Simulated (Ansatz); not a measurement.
ClGaH4O3

```yaml
atoms:
  - { symbol: Ga, position_ang: [-0.1637, -0.0732, 0.1759] }
  - { symbol: Cl, position_ang: [-0.2352, -1.0289, 2.1537] }
  - { symbol: O, position_ang: [1.4876, 0.2965, -0.5217] }
  - { symbol: H, position_ang: [2.1089, -0.4518, -0.5036] }
  - { symbol: O, position_ang: [-1.5714, -0.2068, -0.9332] }
  - { symbol: H, position_ang: [-2.3507, -0.5515, -0.4597] }
  - { symbol: O, position_ang: [0.0451, 1.9200, 0.8730] }
  - { symbol: H, position_ang: [0.9745, 1.8979, 0.5180] }
  - { symbol: H, position_ang: [0.1481, 1.8050, 1.8414] }
```

Level of theory: RKS PBE-D4/def2-SVP (Ansatz 0.2.0).

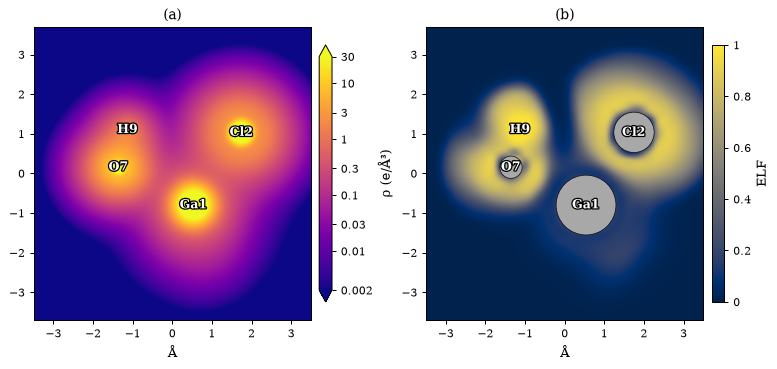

Figure 1. (a) total electron density; (b) electron localisation function on the plane of atoms Cl2, Ga1 and O7. Grey discs cover the atomic cores in the ELF map.

What do the fields say about this system?

Answer. Atoms in the plane: Ga, Cl, O and H.
Ga–Cl (2.20 Å): the density is about 0.62 e/Å³ at the midpoint; the ELF peaks at about 0.85 in the valence shell of Cl, 0.8 Å from its nucleus, and is about 0.55 at the midpoint.
O–H (0.98 Å): ρ is about 3.6 e/Å³ halfway; the ELF climbs to about 1 towards the hydrogen, as it does in any bond to H: a covalent bond by its length.
The ELF also peaks beside O7 and Cl2, away from the bonds: lone-pair regions.

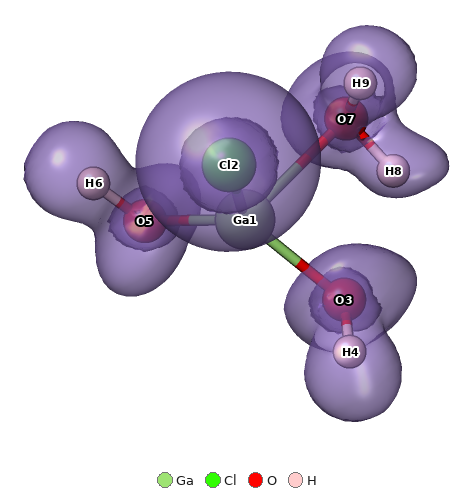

Figure 2. Isosurface of the ELF at 0.75 (purple), seen across its widest extent. Core shells and regions of very low density are left out.

What do the ELF domains correspond to?

Answer. The ELF exceeds this value in one region wrapped around Cl (its valence shell) and three joined regions spread over several atoms (H, O), in which their bonds and any lone pairs are merged. Along the contacts the grid gives the following. Ga–O (1.80 Å): the ELF peaks at about 0.85 in the valence shell of O, 0.6 Å from its nucleus, and is about 0.25 at the midpoint.

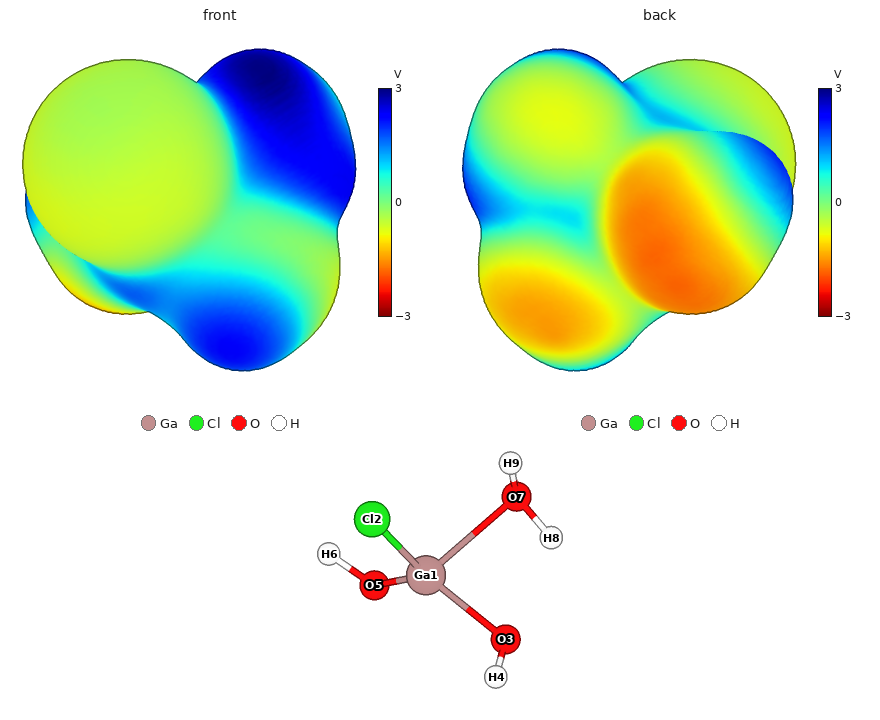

Figure 3. The molecular electrostatic potential painted on the density surface at 0.002 e/bohr³, seen from the front and from behind; red is negative and blue positive. The bare structure is drawn below in the same view.

Where is the surface potential most negative and most positive?

Answer. The most negative region (about −1.8 V) lies over O5, the most positive (about +2.9 V) over H9. O5 is the likeliest acceptor of a hydrogen bond.

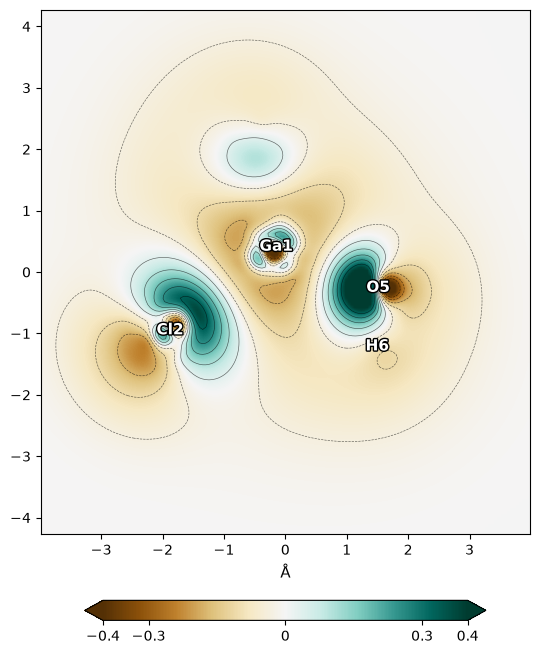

Figure 4. The LUMO on the plane of atoms Cl2, Ga1 and O5 (values in Å⁻³ᐟ²; the overall sign is arbitrary).

What is the character of this orbital?

Answer. Its weight (Hirshfeld) is mainly on Ga1 (about 35 %), Cl2 (about 15 %), O5 (about 10 %), O3 (about 10 %) and O7 (about 5 %). Its energy is −1.31 eV.
